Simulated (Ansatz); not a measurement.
# CH3BClFO (methoxychlorofluoroborane): SVWN5/cc-pVDZ

Aim: the vertical singlet–triplet gap of CH3BClFO (methoxychlorofluoroborane) at SVWN5/cc-pVDZ, from 2 runs. 

The results are computed with Ansatz 0.2.0.

134 further runs of the same task are left out: 134 set aside as unsound or not needed. Runs told in other sessions of the task aren't counted.

## (1) The system as given

The species is CH3BClFO (8 atoms), meant as a singlet with charge 0. SMILES: `COB(F)Cl`. The coordinates come from a PBE0-D4/def2-TZVP relaxation. This is one conformer, not always the lowest.

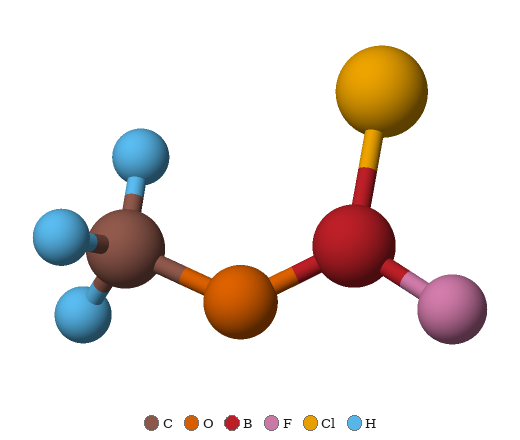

Viewed from a chosen angle; carbon brown, oxygen orange, boron red, fluorine pink, chlorine amber, hydrogen blue.

## (2) The energy at SVWN5/cc-pVDZ

The input, input.yaml:

```yaml
crystal:
  periodic: [false, false, false]
  atoms:
    - {symbol: C, position_ang: [0.662000, -0.415400, 0.804600]}
    - {symbol: O, position_ang: [-0.122300, -0.654500, -0.347500]}
    - {symbol: B, position_ang: [-0.782400, 0.264900, -1.051400]}
    - {symbol: F, position_ang: [-1.466600, -0.129900, -2.108800]}
    - {symbol: Cl, position_ang: [-0.801800, 1.985600, -0.658500]}
    - {symbol: H, position_ang: [1.700600, -0.658800, 0.576000]}
    - {symbol: H, position_ang: [0.308900, -1.072800, 1.599700]}
    - {symbol: H, position_ang: [0.593700, 0.623700, 1.130000]}
basis:
  gaussian:
    orbitals: cc-pVDZ
hamiltonian:
  xc: {name: SVWN5}
accuracy: high
output:
  orbitals: {seedname: orbitals}
```

Command:

```sh
$ ansatz run input.yaml --threads 1 --pin off --max-ram 3480MiB --events-out events.jsonl --progress --plain --runs-dir runs
```

The program printed:

```text
Warning: RAYON_NUM_THREADS=1 ignored (pool sized by the plan → 1); use --threads N
Functional definition: SVWN5
  name "SVWN5"
  exchange = slater_x
  correlation = vwn5_c
2055 factors; integrals over basis functions are off by at most 3.5e-9 eV
mean field evaluation 1: about -18957.4844 eV, gradient 5.3e1 eV
mean field evaluation 2: about -18941.9769 eV, gradient 1.0e2 eV
mean field evaluation 4: about -18963.1464 eV, gradient 5.9e0 eV
mean field evaluation 8: about -18963.2031 eV, gradient 8.3e-1 eV
mean field evaluation 16: about -18963.2044 eV, gradient 7.5e-5 eV
mean field -18963.20444525 eV, -696.8849096413 hartree, gradient 2.6e-8 eV, S^2 0.000000; 0 other end points of the search recorded, 0 dependent functions left out
reference -18963.20444824 eV, -696.8849097513 hartree; 24, 24 occupied and 65, 65 virtual orbitals, 2055 factors
Total energy: -18963.20444824 eV, -696.8849097513 hartree
```

Run time: 3.6 s. Hardware: 1 thread of Arm Neoverse V2, shared host; peak memory 0.23 GiB.

## (3) The triplet at the same level

The input, molecule.yaml:

```yaml
crystal:
  periodic: [false, false, false]
  atoms:
    - symbol: C
      position_ang: [0.662000, -0.415400, 0.804600]
    - symbol: O
      position_ang: [-0.122300, -0.654500, -0.347500]
    - symbol: B
      position_ang: [-0.782400, 0.264900, -1.051400]
    - symbol: F
      position_ang: [-1.466600, -0.129900, -2.108800]
    - symbol: Cl
      position_ang: [-0.801800, 1.985600, -0.658500]
    - symbol: H
      position_ang: [1.700600, -0.658800, 0.576000]
    - symbol: H
      position_ang: [0.308900, -1.072800, 1.599700]
    - symbol: H
      position_ang: [0.593700, 0.623700, 1.130000]
basis:
  gaussian:
    orbitals: cc-pVDZ
magnetization:
  spin_polarized: true
  initial_magnetization: 2
hamiltonian:
  xc: {name: SVWN5}
accuracy: high
output:
  orbitals: {seedname: orbitals}
```

Command:

```sh
$ ansatz run molecule.yaml --threads 1 --pin off --max-ram 3480MiB --events-out events.jsonl --progress --plain --runs-dir runs
```

The program printed:

```text
Warning: RAYON_NUM_THREADS=1 ignored (pool sized by the plan → 1); use --threads N
Functional definition: SVWN5
  name "SVWN5"
  exchange = slater_x
  correlation = vwn5_c
2055 factors; integrals over basis functions are off by at most 3.5e-9 eV
mean field evaluation 1: about -18945.3145 eV, gradient 4.5e1 eV
mean field evaluation 2: about -18889.5337 eV, gradient 1.2e2 eV
mean field evaluation 4: about -18950.8326 eV, gradient 2.5e1 eV
mean field evaluation 8: about -18955.5466 eV, gradient 6.0e0 eV
mean field evaluation 16: about -18955.7362 eV, gradient 1.9e0 eV
mean field evaluation 32: about -18955.7596 eV, gradient 4.5e-8 eV
mean field evaluation 64: about -18955.7513 eV, gradient 1.5e-1 eV
mean field evaluation 96: about -18954.9313 eV, gradient 4.0e0 eV
mean field evaluation 128: about -18955.7378 eV, gradient 4.7e-1 eV
mean field -18955.75960751 eV, -696.6113169006 hartree, gradient 4.5e-8 eV, S^2 2.001806; 8 other end points of the search recorded, 0 dependent functions left out
reference -18955.75961051 eV, -696.6113170110 hartree; 25, 23 occupied and 64, 66 virtual orbitals, 2055 factors
Total energy: -18955.75961051 eV, -696.6113170110 hartree
```

Wall time 14 s (1 thread of Arm Neoverse V2, shared host); peak memory 0.28 GiB.

## (4) What came out

Level: SVWN5/cc-pVDZ.

```
                                        quantity          value
                           singlet: total energy  -696.88491 Eh
                            singlet: HOMO energy       -7.68 eV
                            singlet: LUMO energy       -0.39 eV
                          singlet: HOMO–LUMO gap        7.29 eV
                           triplet: total energy  -696.61132 Eh
     triplet: HOMO energy (highest over α and β)       -0.28 eV
                                   triplet: ⟨S²⟩          2.002
vertical energy of the triplet above the singlet       7.445 eV
```

At this shape the triplet lies 7.44 eV (718 kJ/mol) above the singlet.
